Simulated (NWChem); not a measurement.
**One shape, several levels: C2H5NS (SMILES [H]/N=C(/C)S)**

We compute a comparison of 4 runs (HF/STO-3G, HF/3-21G, B3LYP/6-31G*) of C2H5NS. 

The results are computed with NWChem 7.3.0.

### 1 The structure to begin with

C2H5NS: 9 atoms, total charge 0, spin state singlet. SMILES: `[H]/N=C(/C)S`. The shape is that of a PBE0-D4/def2-TZVP optimisation. This is one conformer, not always the lowest.

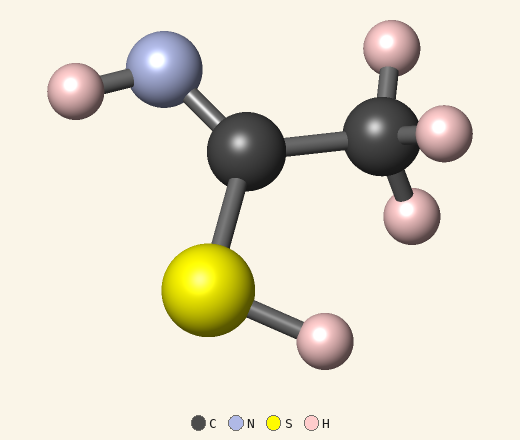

Viewed from a chosen angle; carbon dark grey, nitrogen light blue, sulfur yellow, hydrogen pink.

### 2 Energy and gradient at HF/STO-3G (run 1)

c2h5ns.nw

```
start c2h5ns
title "C2H5NS gradient"
memory 2200 mb
charge 0
geometry units angstrom noautosym nocenter noautoz
C      0.539700     0.823300    -0.338400
C     -0.043800    -0.522700    -0.054500
N      0.371500    -1.552400    -0.654500
S     -1.341500    -0.591100     1.162800
H      0.969200     1.255300     0.568800
H     -0.231300     1.507700    -0.700900
H      1.316700     0.718700    -1.094000
H     -0.111800    -2.401800    -0.366400
H     -1.380200     0.716700     1.459800
end
basis "ao basis" spherical bse
* library STO-3G
end
scf
thresh 1e-08
maxiter 80
print low
end
task scf gradient
```

The run is started by

```console
$ nwchem c2h5ns.nw > c2h5ns.out
```

The log of the run:

```text
[...]
  functions       =    29
[...]
  wavefunction    = RHF
[...]
         Total SCF energy =   -524.594269246214
      One-electron energy =  -1032.419943912904
      Two-electron energy =    353.059981382490
 Nuclear repulsion energy =    154.765693284200
        Time for solution =      2.1s
[...]
                         RHF ENERGY GRADIENTS
    atom               coordinates                        gradient
                 x          y          z           x          y          z
   1 C       1.019885   1.555811  -0.639483   -0.013883  -0.025735   0.008106
   2 C      -0.082770  -0.987760  -0.102990    0.028273   0.010625  -0.024717
   3 N       0.702033  -2.933611  -1.236826   -0.030932  -0.007176   0.027907
   4 S      -2.535067  -1.117017   2.197373    0.004886  -0.006251  -0.005860
   5 H       1.831522   2.372173   1.074876    0.000376   0.001536   0.004684
   6 H      -0.437094   2.849140  -1.324509   -0.004285   0.002528  -0.000245
   7 H       2.488202   1.358146  -2.067360    0.001822  -0.003539  -0.002434
   8 H      -0.211271  -4.538744  -0.692396    0.016118   0.019618  -0.011363
   9 H      -2.608200   1.354367   2.758622   -0.002375   0.008395   0.003922
 Task  times  cpu:        2.5s     wall:        2.5s
[...]
```

Run time: 3.3 s. Hardware: 1 thread of Intel Xeon Platinum 8488C (Sapphire Rapids), shared host; peak memory 0.098 GiB.

### 3 Energy and gradient at HF/3-21G (run 2)

c2h5ns.nw

```
start c2h5ns
title "C2H5NS hf"
memory 2200 mb
geometry units angstroms noautosym nocenter noautoz
  C        0.539700       0.823300      -0.338400
  C       -0.043800      -0.522700      -0.054500
  N        0.371500      -1.552400      -0.654500
  S       -1.341500      -0.591100       1.162800
  H        0.969200       1.255300       0.568800
  H       -0.231300       1.507700      -0.700900
  H        1.316700       0.718700      -1.094000
  H       -0.111800      -2.401800      -0.366400
  H       -1.380200       0.716700       1.459800
end
basis spherical bse
  C library 3-21G
  N library 3-21G
  S library 3-21G
  H library 3-21G
end
scf
  thresh 1e-08
  maxiter 80
  print low
end
task scf gradient
```

The run is started by

```console
$ nwchem c2h5ns.nw > c2h5ns.out
```

The log of the run:

```text
[...]
  functions       =    50
[...]
  wavefunction    = RHF
[...]
         Total SCF energy =   -527.877592330407
      One-electron energy =  -1032.774538427151
      Two-electron energy =    350.131252812544
 Nuclear repulsion energy =    154.765693284200
        Time for solution =      2.3s
[...]
                         RHF ENERGY GRADIENTS
    atom               coordinates                        gradient
                 x          y          z           x          y          z
   1 C       1.019885   1.555811  -0.639483   -0.004429  -0.010837   0.002083
   2 C      -0.082770  -0.987760  -0.102990   -0.028806   0.015137   0.030318
   3 N       0.702033  -2.933611  -1.236826    0.011141  -0.009396  -0.012434
   4 S      -2.535067  -1.117017   2.197373    0.022752   0.000821  -0.021404
   5 H       1.831522   2.372173   1.074876    0.001132   0.002026   0.004929
   6 H      -0.437094   2.849140  -1.324509   -0.004355   0.003191  -0.000883
   7 H       2.488202   1.358146  -2.067360    0.005030  -0.000019  -0.004761
   8 H      -0.211271  -4.538744  -0.692396   -0.005088   0.001469   0.005114
   9 H      -2.608200   1.354367   2.758622    0.002623  -0.002393  -0.002962
 Task  times  cpu:        2.8s     wall:        2.8s
[...]
```

It took 3.6 s on 1 thread of Intel Xeon Platinum 8488C (Sapphire Rapids), shared host; peak memory 0.099 GiB.

### 4 Energy and gradient at B3LYP/6-31G(d) (spherical functions) (run 3)

run.py

```python
from ase import Atoms
from ase.calculators.nwchem import NWChem

atoms = Atoms(['C', 'C', 'N', 'S', 'H', 'H', 'H', 'H', 'H'], positions=[
    [0.539700, 0.823300, -0.338400],
    [-0.043800, -0.522700, -0.054500],
    [0.371500, -1.552400, -0.654500],
    [-1.341500, -0.591100, 1.162800],
    [0.969200, 1.255300, 0.568800],
    [-0.231300, 1.507700, -0.700900],
    [1.316700, 0.718700, -1.094000],
    [-0.111800, -2.401800, -0.366400],
    [-1.380200, 0.716700, 1.459800],
])

calc = NWChem(
    label='struct',
    theory='dft',
    memory='2200 mb',
    basis='6-31G*',
    basispar='spherical bse',
    dft={'xc': 'b3lyp', 'mult': '1', 'grid': 'xfine', 'convergence': 'energy 1e-08', 'iterations': '100', 'mulliken': None},
)
atoms.calc = calc

forces = atoms.get_forces()
print("Total energy (eV):", round(atoms.get_potential_energy(), 6))
print("forces (eV/A):")
for s, f in zip(atoms.symbols, forces):
    print(f"{s:2s} {f[0]:10.5f} {f[1]:10.5f} {f[2]:10.5f}")
print("dipole (e A):", atoms.get_dipole_moment().round(4))
```

The run is started by

```console
$ export ASE_NWCHEM_COMMAND="nwchem PREFIX.nwi > PREFIX.nwo"
$ python run.py
```

The log of the run:

```text
Total energy (eV): -14480.274831
forces (eV/A):
C     0.10768    0.23736   -0.05718
C     0.04685    0.08099   -0.02695
N     0.37255   -0.35358   -0.42408
S    -0.47334   -0.14002    0.42038
H     0.07677    0.08202    0.07940
H    -0.05507    0.10917   -0.05986
H     0.07616    0.00077   -0.07194
H    -0.09055   -0.19869    0.04607
H    -0.06104    0.18193    0.09421
dipole (e A): [-0.1028  0.3687  0.1709]
```

The calculator wrote struct.nwi:

```
title "struct"

permanent_dir struct

scratch_dir struct

start struct

geometry units angstrom nocenter noautosym noautoz
  C  5.3969999999999996e-01 8.2330000000000003e-01 -3.3839999999999998e-01
  C  -4.3799999999999999e-02 -5.2270000000000005e-01 -5.4500000000000000e-02
  N  3.7150000000000000e-01 -1.5524000000000000e+00 -6.5449999999999997e-01
  S  -1.3414999999999999e+00 -5.9109999999999996e-01 1.1628000000000001e+00
  H  9.6919999999999995e-01 1.2553000000000001e+00 5.6879999999999997e-01
  H  -2.3130000000000001e-01 1.5077000000000000e+00 -7.0089999999999997e-01
  H  1.3167000000000000e+00 7.1870000000000001e-01 -1.0940000000000001e+00
  H  -1.1180000000000000e-01 -2.4018000000000002e+00 -3.6640000000000000e-01
  H  -1.3802000000000001e+00 7.1670000000000000e-01 1.4598000000000000e+00
end

memory 2200 mb

basis spherical bse noprint
   * library 6-31G*
end

dft
  xc b3lyp
  mult 1
  grid xfine
  convergence energy 1e-08
  iterations 100
  mulliken
end

task dft gradient
```

struct.nwo:

```text
Northwest Computational Chemistry Package (NWChem) 7.3.0
             --------------------------------------------------------

           Job information
           ---------------

    nwchem branch   = 7.3.0
    use scalapack   = T
    input           = struct.nwi
    prefix          = struct.
    data base       = struct/struct.db
    status          = startup
    nproc           =        1

           Memory information
           ------------------

    heap     =     72089594 doubles =      550.0 Mbytes
    stack    =     72089599 doubles =      550.0 Mbytes
    global   =    144179200 doubles =     1100.0 Mbytes (distinct from heap & stack)
    total    =    288358393 doubles =     2200.0 Mbytes
    verify   = yes
    hardfail = no

           Directory information
           ---------------------

  0 permanent = struct
  0 scratch   = struct

                                NWChem Input Module
                                -------------------

                                      struct
                                      ------

[... 94 lines left out ...]
  convergence criterion.
[... 17 lines left out ...]
          Convergence on gradient requested:  5.00D-04
[... 27 lines left out ...]
          Convergence aids based upon iterative change in
[... 28 lines left out ...]
 1-e energy   =   -1033.961386
[... 49 lines left out ...]
         Total DFT energy =     -532.140289305110
[... 2 lines left out ...]
    Exchange-Corr. energy =      -45.354747631480
[... 559 lines left out ...]
          Convergence on energy requested:  1.00D-08
[... 25 lines left out ...]
          Spatial weights used:  Erf1
[... 4 lines left out ...]
          total energy or number of iterations.
[... 18 lines left out ...]
                            NWChem DFT Gradient Module
                            --------------------------

                                      struct

  charge          =   0.00
  wavefunction    = closed shell

                         DFT ENERGY GRADIENTS

    atom               coordinates                        gradient
                 x          y          z           x          y          z
   1 C       1.019885   1.555811  -0.639483   -0.002094  -0.004616   0.001112
   2 C      -0.082770  -0.987760  -0.102990   -0.000911  -0.001575   0.000524
   3 N       0.702033  -2.933611  -1.236826   -0.007245   0.006876   0.008247
[... 5 lines of this table left out ...]
   9 H      -2.608200   1.354367   2.758622    0.001187  -0.003538  -0.001832

                 ----------------------------------------
                 |  Time  |  1-e(secs)   |  2-e(secs)   |
                 ----------------------------------------
                 |  CPU   |       0.01   |       2.85   |
                 ----------------------------------------
                 |  WALL  |       0.01   |       2.85   |
                 ----------------------------------------

 Task  times  cpu:       41.4s     wall:       41.4s
 Total times  cpu:       41.4s     wall:       41.4s
```

Run time: 43 s. Hardware: 1 thread of Intel Xeon Platinum 8488C (Sapphire Rapids), shared host; peak memory 0.14 GiB.

### 5 Energy and gradient at B3LYP/6-31G(d) (Cartesian functions) (run 4)

run.nw

```
start run
title "C2H5NS gradient"
memory total 2200 mb
geometry units angstrom noautosym nocenter noautoz
 C      0.539700     0.823300    -0.338400
 C     -0.043800    -0.522700    -0.054500
 N      0.371500    -1.552400    -0.654500
 S     -1.341500    -0.591100     1.162800
 H      0.969200     1.255300     0.568800
 H     -0.231300     1.507700    -0.700900
 H      1.316700     0.718700    -1.094000
 H     -0.111800    -2.401800    -0.366400
 H     -1.380200     0.716700     1.459800
end
basis
 C library 6-31G*
 N library 6-31G*
 S library 6-31G*
 H library 6-31G*
end
dft
 xc b3lyp
 grid xfine
 convergence energy 1e-08
 iterations 100
 mulliken
 print medium
end
task dft gradient
```

The run is started by

```console
$ nwchem run.nw > run.out
```

The log of the run:

```text
[...]
          Wavefunction type:  closed shell.
          No. of atoms     :     9
          No. of electrons :    40
[...]
          Charge           :     0
          Spin multiplicity:     1
[...]
          AO basis - number of functions:    74
[...]
              XC Information
              --------------
                         B3LYP Method XC Potential
                     Hartree-Fock (Exact) Exchange  0.200
                        Slater Exchange Functional  0.800 local
                    Becke 1988 Exchange Functional  0.720 non-local
              Lee-Yang-Parr Correlation Functional  0.810
                  VWN I RPA Correlation Functional  0.190 local
[...]
 d= 0,ls=0.0,diis     1   -532.0499314202 -6.87D+02  2.17D-02  8.82D-01     3.6
[...]
 d= 0,ls=0.0,diis    11   -532.1461720287 -3.67D-10  4.25D-07  6.81D-10    36.1
         Total DFT energy =     -532.146172028707
      One electron energy =    -1036.910011346602
           Coulomb energy =      395.310222370089
    Exchange-Corr. energy =      -45.312076336395
 Nuclear repulsion energy =      154.765693284200
[...]
      Total Density - Mulliken Population Analysis
     ---------------------------------------------
    Atom       Charge   Shell Charges
 -----------   ------   -------------------------------------------------------
    1 C    6     6.49   1.99  0.68  2.15  0.64  1.00  0.03
    2 C    6     5.85   1.99  0.73  1.98  0.42  0.70  0.03
    3 N    7     7.55   1.99  0.82  2.41  0.98  1.35  0.00
    4 S   16    16.04   2.00  1.99  5.97  1.41  3.07  0.48  1.10  0.04
    5 H    1     0.83   0.52  0.31
    6 H    1     0.83   0.52  0.31
    7 H    1     0.81   0.52  0.29
    8 H    1     0.70   0.52  0.19
    9 H    1     0.90   0.51  0.39
[...]
  wavefunction    = closed shell
                         DFT ENERGY GRADIENTS
    atom               coordinates                        gradient
                 x          y          z           x          y          z
   1 C       1.019885   1.555811  -0.639483   -0.002040  -0.004378   0.001109
   2 C      -0.082770  -0.987760  -0.102990   -0.001105  -0.001436   0.000736
   3 N       0.702033  -2.933611  -1.236826   -0.007664   0.006334   0.008537
   4 S      -2.535067  -1.117017   2.197373    0.009448   0.002739  -0.008402
   5 H       1.831522   2.372173   1.074876   -0.001464  -0.001553  -0.001501
   6 H      -0.437094   2.849140  -1.324509    0.001039  -0.002067   0.001142
   7 H       2.488202   1.358146  -2.067360   -0.001445  -0.000037   0.001361
   8 H      -0.211271  -4.538744  -0.692396    0.002066   0.003961  -0.001165
   9 H      -2.608200   1.354367   2.758622    0.001165  -0.003562  -0.001816
[...]
```

Run time: 43 s. Hardware: 1 thread of Intel Xeon Platinum 8488C (Sapphire Rapids), shared host; peak memory 0.14 GiB.

### 6 All runs side by side

```csv
run,level,iteration cap,module,energy (Eh),largest force (eV/Å),wall time
1,HF/STO-3G,80,scf,-524.594269,2.174,3.3 s
2,HF/3-21G,80,scf,-527.877592,2.287,3.6 s
3,B3LYP/6-31G* (spherical functions),100,dft,-532.140289,0.666,43 s
4,B3LYP/6-31G* (Cartesian functions),100,dft,-532.146172,0.674,43 s
```

### 7 Results

| quantity | value |
| --- | --- |
| run 4: total energy | -532.14617 Eh |
| run 4: dipole moment | 2.02 D |
| run 4: HOMO energy | -6.93 eV |
| run 4: LUMO energy | 0.05 eV |
| run 4: HOMO–LUMO gap | 6.98 eV |
| run 4: largest force on an atom | 0.674 eV/Å |

**Reading.** In run 1 the basis is minimal, so the values are rough. All runs together took 93 s, the longest 43 s.
